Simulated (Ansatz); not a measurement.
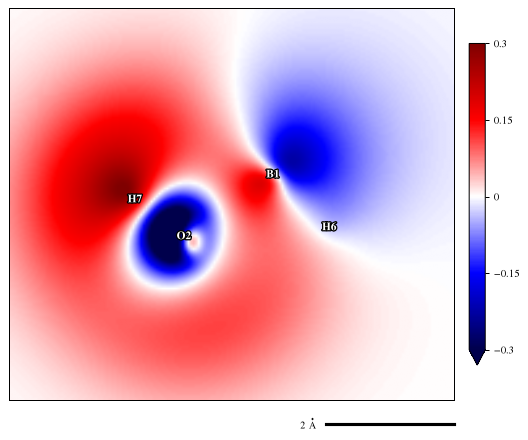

The picture shows: BH₅O. The LUMO on the plane of atoms O2, B1 and H6 (values in Å⁻³ᐟ²; the overall sign is arbitrary).

The product side of a reaction path; geometry: PBE0-D4/def2-TZVP.

All numbers below come from RKS PBE0-D4/def2-TZVPP (Ansatz 0.2.0).

```yaml
atoms:
  - { symbol: B, position_ang: [-0.5391, 0.4248, -0.1865] }
  - { symbol: O, position_ang: [0.5390, -0.8247, 0.1615] }
  - { symbol: H, position_ang: [-0.7226, 0.2756, -1.3673] }
  - { symbol: H, position_ang: [0.0729, 1.4236, 0.1181] }
  - { symbol: H, position_ang: [0.7760, -0.7730, 1.0944] }
  - { symbol: H, position_ang: [-1.4716, 0.1569, 0.5268] }
  - { symbol: H, position_ang: [1.3455, -0.6831, -0.3470] }
```

Q: What is the character of this orbital?

A: By Hirshfeld shares it lies mainly on H7 (about 30 %), H5 (about 30 %), O2 (about 20 %) and B1 (about 15 %). Its energy is −0.38 eV.
